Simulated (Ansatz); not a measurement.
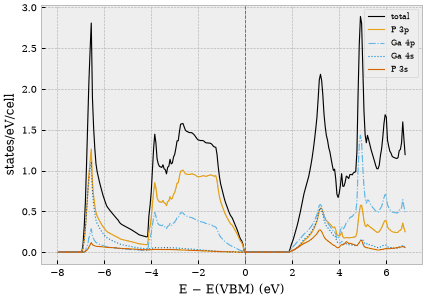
*Total and projected density of states of GaP (zinc blende, F-43m), r²SCAN in the plane-wave PAW code Ansatz*

### Question
Which orbitals carry the states next to the gap?

### Answer
Top 1 eV of the valence band: P 3p 78 %, Ga 4p 19 %. Bottom 1 eV of the conduction band: Ga 4p 32 %, Ga 4s 21 %, P 3p 19 %, P 3s 15 %, outside the projected shells 12 %. Projections are on Löwdin-orthogonalised atomic valence shells; empty p or d shells of many metals are not among them.

### Question
Where is the tallest occupied peak in this window, and what makes it?

### Answer
Near -6.5 eV, about 2.8 states/eV per cell; the largest projected share is P 3p.

Symmetry was held in the r²SCAN relaxation; phonons on a q-mesh show no instability. Scalar-relativistic: spin–orbit coupling is off unless named, which matters more the heavier the elements.

Potentials: the later of the program's two PAW sets.
